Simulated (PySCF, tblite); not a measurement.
# C₃H₇BFO radical: geometry, infrared bands and EPR parameters

Aim: predict the infrared bands and EPR parameters of C₃H₇BFO radical (`[BH]O[C@@H](F)CC`).

The runs use tblite 0.8.0 and PySCF 2.14.0, with density-fitted response routines of our own; the level of theory stands in each step. All values are computed, except where a source is named. Atoms are numbered from 0 throughout.

### Step 1. The starting structure

13 atoms, charge 0, multiplicity 2; geometry from: force field or distance geometry start.

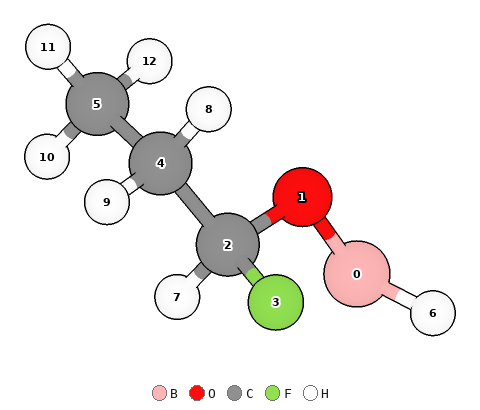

The starting geometry (boron pink, oxygen red, carbon grey, fluorine green, hydrogen white), atoms numbered; sticks join atoms by distance.

### Step 2. Optimising the geometry with GFN2-xTB

What the job is given:

```
{"job": {"kind": "relax", "xc": "GFN2-xTB", "basis": "xTB"}, "charge": 0, "multiplicity": 2}
B     -2.540700    -0.674200     0.727400
O     -1.168700    -0.196700     0.888600
C     -0.685300     0.311600    -0.326000
F     -1.347800     1.511300    -0.636700
C      0.803000     0.604800    -0.208900
C      1.613500    -0.669200    -0.007100
H     -3.452400     0.066800     0.921600
H     -0.836200    -0.399500    -1.167700
H      0.990500     1.300300     0.631800
H      1.146300     1.099400    -1.145600
H      1.458400    -1.374100    -0.851100
H      2.694300    -0.417300     0.050200
H      1.320800    -1.162600     0.955500
```

Run with:

```
$ OMP_NUM_THREADS=1 python probes_run.py task.json out
```

This one command runs all jobs of the session in turn.

Output:

```text
step      E/eV     max force
  0    -542.81572    2.690
  1    -542.99608    1.528
  2    -543.07691    1.127
  3    -543.10462    0.975
  4    -543.17909    1.670
  5    -543.23745    1.790
  6    -543.38328    2.391
  7    -543.48673    1.091
  8    -543.53064    0.909
  9    -543.60177    0.611
 10    -543.62621    0.607
 11    -543.65947    0.402
 12    -543.67336    0.244
 13    -543.68262    0.230
 14    -543.68794    0.239
 15    -543.69143    0.225
 16    -543.69469    0.169
 17    -543.69817    0.145
 18    -543.70111    0.136
 19    -543.70325    0.115
 20    -543.70484    0.093
 21    -543.70614    0.090
 22    -543.70712    0.072
 23    -543.70770    0.063
 24    -543.70810    0.038
 25    -543.70842    0.041
 26    -543.70872    0.044
 27    -543.70901    0.057
 28    -543.70934    0.063
 29    -543.70969    0.051
 30    -543.71003    0.061
 31    -543.71035    0.070
 32    -543.71070    0.065
 33    -543.71110    0.053
 34    -543.71146    0.040
 35    -543.71171    0.036
 36    -543.71192    0.038
 37    -543.71217    0.044
 38    -543.71251    0.050
 39    -543.71293    0.061
 40    -543.71342    0.077
 41    -543.71408    0.088
 42    -543.71502    0.091
 43    -543.71615    0.103
 44    -543.71730    0.091
 45    -543.71840    0.089
 46    -543.71955    0.102
 47    -543.72093    0.088
 48    -543.72226    0.074
 49    -543.72304    0.057
 50    -543.72332    0.050
 51    -543.72327    0.090
 52    -543.72366    0.033
 53    -543.72382    0.026
 54    -543.72409    0.030
 55    -543.72425    0.031
 56    -543.72445    0.036
 57    -543.72465    0.038
 58    -543.72487    0.041
 59    -543.72510    0.048
 60    -543.72538    0.054
 61    -543.72577    0.060
 62    -543.72638    0.072
 63    -543.72707    0.072
 64    -543.72762    0.050
 65    -543.72791    0.046
 66    -543.72808    0.042
 67    -543.72825    0.033
 68    -543.72858    0.039
 69    -543.72885    0.037
 70    -543.72912    0.046
 71    -543.72939    0.051
 72    -543.72985    0.054
 73    -543.73042    0.053
 74    -543.73105    0.054
 75    -543.73163    0.058
 76    -543.73201    0.133
 77    -543.73231    0.112
 78    -543.73295    0.054
 79    -543.73336    0.043
 80    -543.73408    0.053
 81    -543.73429    0.037
 82    -543.73462    0.040
 83    -543.73488    0.038
 84    -543.73513    0.038
 85    -543.73522    0.022
 86    -543.73527    0.020
 87    -543.73532    0.017
 88    -543.73540    0.018
 89    -543.73548    0.024
 90    -543.73555    0.028
 91    -543.73563    0.025
 92    -543.73573    0.025
 93    -543.73592    0.030
 94    -543.73621    0.037
 95    -543.73656    0.045
 96    -543.73691    0.048
 97    -543.73719    0.038
 98    -543.73743    0.039
 99    -543.73767    0.042
100    -543.73788    0.044
101    -543.73802    0.042
102    -543.73813    0.029
103    -543.73826    0.027
104    -543.73844    0.034
105    -543.73869    0.032
106    -543.73885    0.065
107    -543.73894    0.028
108    -543.73904    0.022
109    -543.73910    0.033
110    -543.73918    0.035
111    -543.73929    0.040
112    -543.73943    0.035
113    -543.73953    0.021
114    -543.73956    0.010
```

It took 0.37 s on 1 thread of Arm Neoverse V2, shared host.

Relaxation path: (not every step is listed)

```tsv
step	energy from step 0 (eV)	largest force (eV/Å)
0	0.0000	2.6901
1	-0.1804	1.5277
2	-0.2612	1.1272
3	-0.2889	0.9747
4	-0.3634	1.6700
5	-0.4217	1.7899
6	-0.5676	2.3912
7	-0.6710	1.0906
8	-0.7149	0.9085
18	-0.8854	0.1363
28	-0.8936	0.0630
38	-0.8968	0.0503
48	-0.9065	0.0741
58	-0.9091	0.0411
68	-0.9129	0.0389
78	-0.9172	0.0539
88	-0.9197	0.0177
98	-0.9217	0.0386
108	-0.9233	0.0223
109	-0.9234	0.0328
110	-0.9235	0.0354
111	-0.9236	0.0403
112	-0.9237	0.0349
113	-0.9238	0.0208
114	-0.9238	0.0100
```

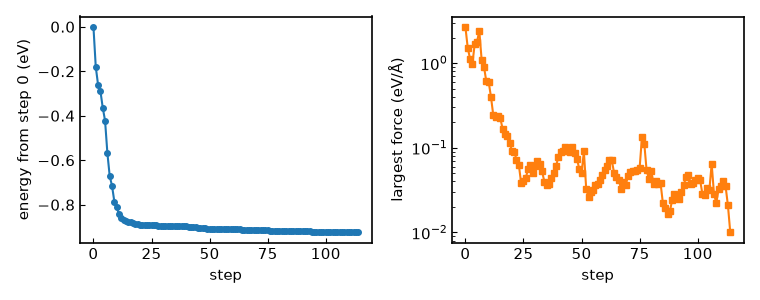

Energy and force, step by step.

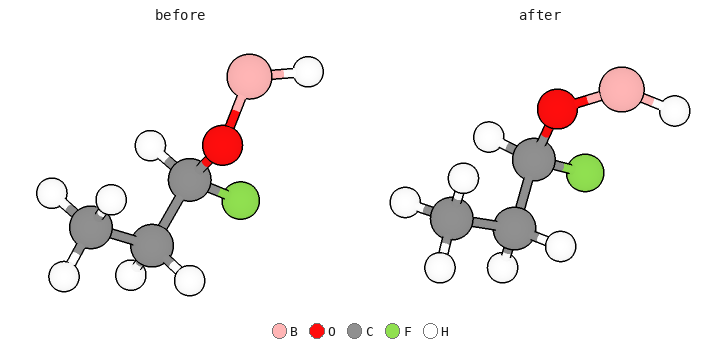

The geometry before (left) and after (right).

Distances of close pairs at the start and the end, largest changes first:

```tsv
bond	before (Å)	after (Å)	change (Å)
B0–O1	1.462	1.313	-0.148
C5–H12	1.121	1.087	-0.033
C2–F3	1.405	1.377	-0.028
C5–H11	1.111	1.087	-0.024
C5–H10	1.111	1.088	-0.023
C4–H9	1.114	1.092	-0.022
C4–H8	1.107	1.092	-0.015
B0–H6	1.191	1.177	-0.014
```

The final coordinates are the input of the step that follows.

### Step 3. Harmonic vibrations with GFN2-xTB

What the job is given:

```
{"job": {"kind": "ir", "xc": "GFN2-xTB", "basis": "xTB"}, "charge": 0, "multiplicity": 2}
B     -2.280036    -0.350631     1.231046
O     -1.358555    -0.677332     0.354172
C     -0.723558     0.093754    -0.625272
F     -1.487453     1.196134    -0.937868
C      0.652682     0.557933    -0.160490
C      1.594703    -0.621867     0.036650
H     -2.792834     0.701913     1.354186
H     -0.666345    -0.508062    -1.545729
H      0.524126     1.104342     0.776676
H      1.047331     1.246948    -0.909865
H      1.750367    -1.147933    -0.902791
H      2.557424    -0.274952     0.402675
H      1.177762    -1.319760     0.758739
```

Output:

```text
mode    cm-1     km/mol
  1      46.6      0.35
  2      89.5      0.98
  3     199.4      0.05
  4     233.3      1.41
  5     260.1      1.05
  6     396.4      5.48
  7     418.9     10.50
  8     568.7     11.06
  9     596.2     24.65
 10     768.9     19.28
 11     855.3     50.48
 12     914.0     56.36
 13     933.3     12.62
 14    1018.4    107.07
 15    1081.2      5.62
 16    1105.9      5.48
 17    1126.3     16.80
 18    1222.9     17.31
 19    1246.8     48.06
 20    1268.4     10.90
 21    1332.7     28.83
 22    1338.6     38.46
 23    1412.7      2.40
 24    1469.1      2.20
 25    1494.3      4.31
 26    1498.4      4.88
 27    2520.1    175.71
 28    2874.8     38.58
 29    2982.0     23.11
 30    2990.4     17.26
 31    3036.5     37.58
 32    3045.9     26.88
 33    3048.8     19.76
```

Run time: 0.19 s. Hardware: 1 thread of Arm Neoverse V2, shared host.

The strongest bands and the atoms that carry them (share of the mass-weighted mode):

```tsv
cm⁻¹	km/mol	atoms
855	50.5	C2 16 %, H9 15 %, H12 14 %, H8 13 %
914	56.4	C2 19 %, H11 19 %, H6 17 %
1018	107.1	C2 47 %, F3 19 %
1247	48.1	H7 30 %, H9 18 %, H8 15 %, B0 13 %
1339	38.5	B0 28 %, O1 26 %, H7 23 %
2520	175.7	H6 92 %
2875	38.6	H7 93 %
3036	37.6	H10 89 %
```

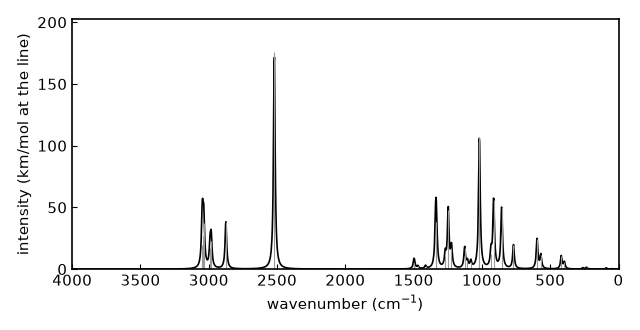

The infrared spectrum from these modes, unscaled. Lines are broadened to a width of 14 cm⁻¹ (Lorentzian).

### Step 4. g tensor and hyperfine couplings: B3LYP/pcH-1

Settings changed since step 3:

```diff
@@ -1,2 +1,2 @@
-{"job": {"kind": "ir", "xc": "GFN2-xTB", "basis": "xTB"}, "charge": 0, "multiplicity": 2}
+{"job": {"kind": "epr", "basis": "pcH-1"}, "charge": 0, "multiplicity": 2}
 B     -2.280036    -0.350631     1.231046
```

Level: UKS B3LYP, pcH-1 on B C F H O, non-relativistic, mean-field spin-orbit, GIAO.

Output:

```text
UKS, coarse grid
  cycle   1  E = -318.32122798  |g| = 5.76e-01
  cycle   2  E = -318.17189862  |g| = 8.89e-01
  cycle   3  E = -318.43284667  |g| = 9.18e-02
  cycle   4  E = -318.43537185  |g| = 4.77e-02
  cycle   5  E = -318.43614097  |g| = 1.06e-02
  cycle   6  E = -318.43617632  |g| = 4.05e-03
  cycle   7  E = -318.43618334  |g| = 6.23e-04
UKS, final grid
  cycle   1  E = -318.43618654  |g| = 4.97e-04
  cycle   2  E = -318.43618655  |g| = 5.62e-04
  cycle   3  E = -318.43618669  |g| = 7.90e-05
  cycle   4  E = -318.43618670  |g| = 5.37e-05
  cycle   5  E = -318.43618670  |g| = 2.68e-05
E = -318.43618670 Eh   <S^2> = 0.7515 (exact 0.7500)
g shifts (ppm)      1          2          3
  rmc          -111       -111       -111
  gc             16         20        -37
  oz_so       -1918       -105        883
  total       -2014       -196        735
hyperfine (MHz)  atom isotope    a_iso     a_fc   dipolar eigenvalues
    0   11B     505.47     505.47    -40.08    -36.67     76.74
    1   17O    -132.24    -132.24    -10.91      1.09      9.82
    2   13C      58.49      58.49     -5.65     -5.23     10.89
    3   19F       0.15       0.15     -8.01     -3.91     11.92
    4   13C      -2.00      -2.00     -0.41     -0.32      0.73
    5   13C      -0.14      -0.14     -0.25     -0.22      0.47
    6    1H     162.22     162.22    -15.56     -4.30     19.86
    7    1H      -4.99      -4.99     -3.21     -1.92      5.13
    8    1H       1.27       1.27     -1.69     -1.50      3.19
    9    1H       2.78       2.78     -0.87     -0.80      1.67
   10    1H      -0.01      -0.01     -0.76     -0.66      1.43
   11    1H       0.03       0.03     -0.61     -0.55      1.15
   12    1H       0.05       0.05     -1.52     -1.30      2.82
```

Run time: 29 s. Hardware: 1 thread of Arm Neoverse V2, shared host; peak memory 0.87 GiB.

Principal g values 2.00031, 2.00212, 2.00305; g(iso) = 2.00183, against 2.00232 for a free electron.

Mean a(iso) over the nuclei that a row names, and the largest dipolar term of the row (other rows stand at the frozen geometry):

```tsv
nuclei	isotope	a(iso) (MHz)	a(iso) (G, at g = 2.0023)	largest dipolar term (MHz)
B0	11B	505.5	180.4	76.7
H6	1H	162.2	57.9	19.9
O1	17O	-132.2	-47.2	-10.9
C2	13C	58.5	20.9	10.9
H7	1H	-5.0	-1.8	5.1
H9	1H	2.8	1.0	1.7
C4	13C	-2.0	-0.7	0.7
H8	1H	1.3	0.5	3.2
F3	19F	0.1	0.1	11.9
C5	13C	-0.1	-0.1	0.5
H10, H11, H12	1H	0.0	0.0	2.8
```

Mulliken spin populations:

B0 0.93; O1 -0.02; C2 0.04; F3 0.00; C4 0.00; C5 0.00; H6 0.05; H7 0.00; H8 0.00; H9 0.00; H10 0.00; H11 0.00; H12 0.00

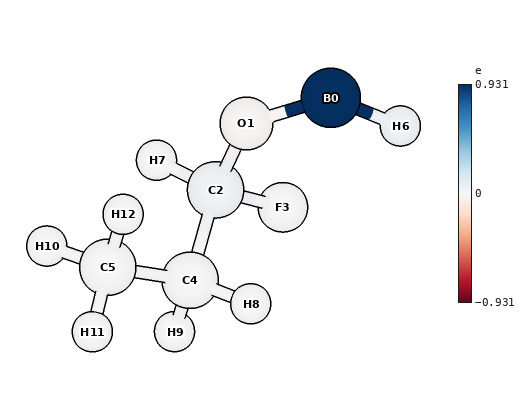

Mulliken spin populations, as colours on the atoms.

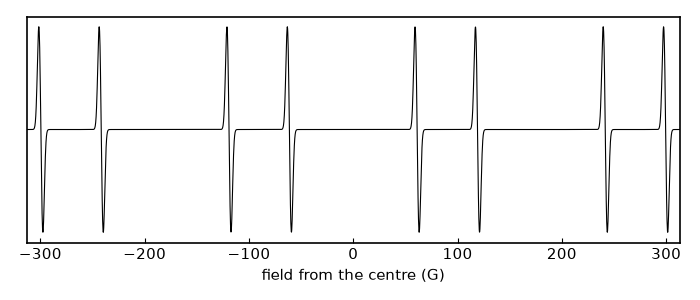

First-order isotropic spectrum (first derivative, main isotopes with spin only, couplings over 0.8 MHz, Gaussian width 1.5 G; couplings of the frozen geometry, rotation of groups not averaged beyond the rows shown).

The fields below are evaluated on a grid from the run's orbitals.

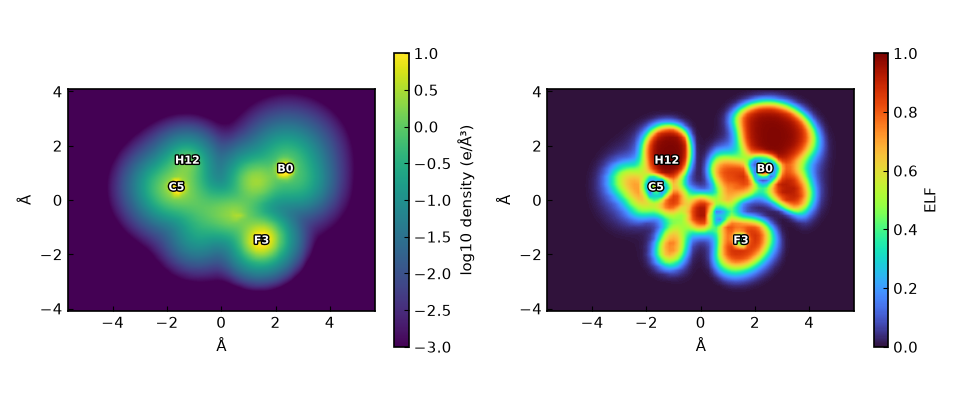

Density (left) and ELF (right) in a plane through or near 4 of the atoms.

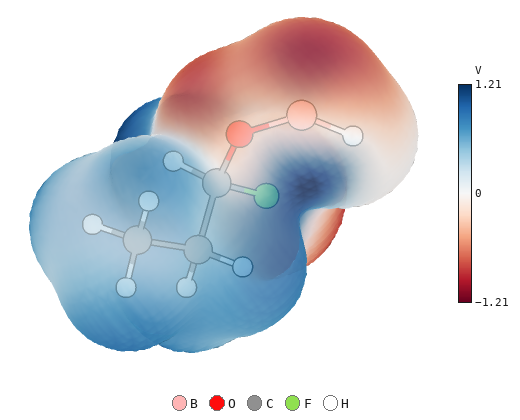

Electrostatic potential on the surface of density 0.002 e/bohr³; red is low, blue high. It runs from -0.85 V near B0 to 1.21 V near H7.

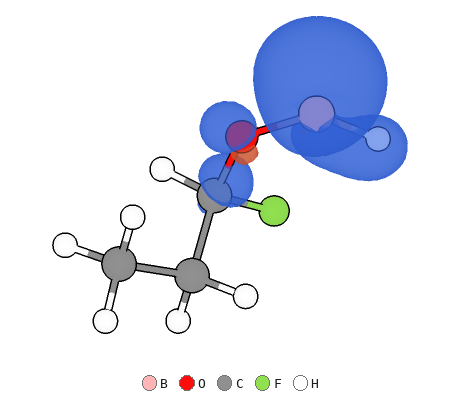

Spin density at ±0.03 e/Å³ (alpha excess blue, beta excess red).

### Step 5. What came out

| quantity | value |
| --- | --- |
| strongest single infrared mode (GFN2-xTB) | 2520 cm⁻¹, 176 km/mol |
| zero-point energy (GFN2-xTB) | 62.0 kcal/mol |
| g(iso) (B3LYP) | 2.00183 |
| ⟨S²⟩ | 0.752 (exact 0.75) |
| largest a(iso) (averaged by class) | 11B on B0, 505.5 MHz |
| potential on the surface of density 0.002 e/bohr³, 1st and 99th percentile | -0.85 V and 1.21 V |

What this shows: The optimisation took 114 steps and gained 0.924 eV; among the close pairs (by a distance rule), B0–O1 changed most, from 1.462 to 1.313 Å. No mode is imaginary among the 33: a minimum at this level. The strongest single mode, at 2520 cm⁻¹, moves mainly H6. Unscaled tight-binding wavenumbers are off by several per cent, some by more. Its intensities can rank the bands wrongly. Most of the unpaired spin sits on B0 (0.93 e). The isotropic g lies 0.5 ppt below the free-electron value. These values are for one conformer; the search (at its own cheap level) found 1 more, at 1.30 kcal/mol, and measured spectra average over such forms.
